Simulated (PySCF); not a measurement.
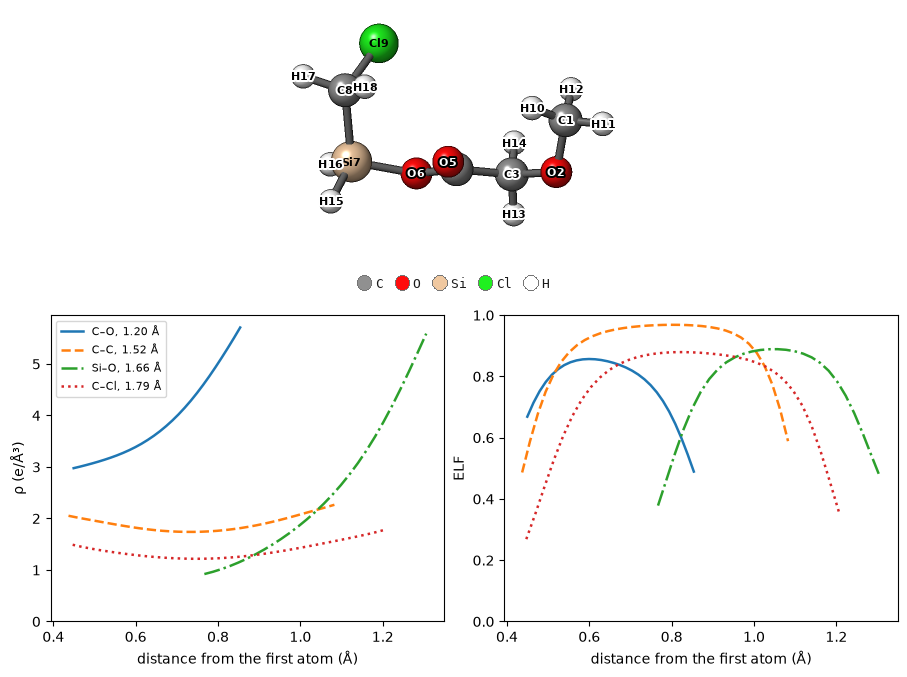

Figure. C₄H₉ClO₃Si. Total electron density and electron localisation function along straight lines between neighbouring atoms. The curves leave out the atomic cores. The structure is drawn too.

Geometry: GFN2-xTB.

Level of theory: PBE0/pcSseg-1, SCF density, gas phase, non-relativistic (PySCF 2.14.0).

| atom | x (Å) | y (Å) | z (Å) |
| --- | --- | --- | --- |
| C | -2.7979 | -0.2685 | 1.0458 |
| O | -2.7419 | -0.2267 | -0.3653 |
| C | -1.5706 | -0.7557 | -0.9109 |
| C | -0.3179 | 0.0696 | -0.6693 |
| O | -0.2465 | 1.0829 | -0.0338 |
| O | 0.7416 | -0.4853 | -1.2555 |
| Si | 2.3000 | 0.0348 | -1.0330 |
| C | 2.6838 | 0.0364 | 0.8395 |
| Cl | 2.2449 | -1.5627 | 1.5072 |
| H | -2.0339 | 0.3680 | 1.4982 |
| H | -3.7845 | 0.1009 | 1.3170 |
| H | -2.6771 | -1.2959 | 1.4113 |
| H | -1.7296 | -0.8177 | -1.9918 |
| H | -1.3694 | -1.7735 | -0.5353 |
| H | 2.4774 | 1.3821 | -1.5600 |
| H | 2.9808 | -1.0447 | -1.7264 |
| H | 3.7354 | 0.1903 | 1.0651 |
| H | 2.0967 | 0.7720 | 1.3854 |

Question: What kind of bonding do the profiles show?

Answer: C–O (1.20 Å): the density is about 3.4 e/Å³ at the midpoint; the ELF peaks at about 0.85 between the atoms; a short, multiple covalent bond.
C–C (1.52 Å): ρ at the midpoint is about 1.7 e/Å³; the ELF peaks at about 0.95 between the atoms: a shared electron pair.
Si–O (1.66 Å): the density is about 1.1 e/Å³ at the midpoint; the ELF peaks at about 0.90 between the atoms, as expected for a polar covalent bond.
C–Cl (1.79 Å): ρ is about 1.3 e/Å³ halfway; the ELF peaks at about 0.90 between the atoms, as expected for localised, covalent bonding.
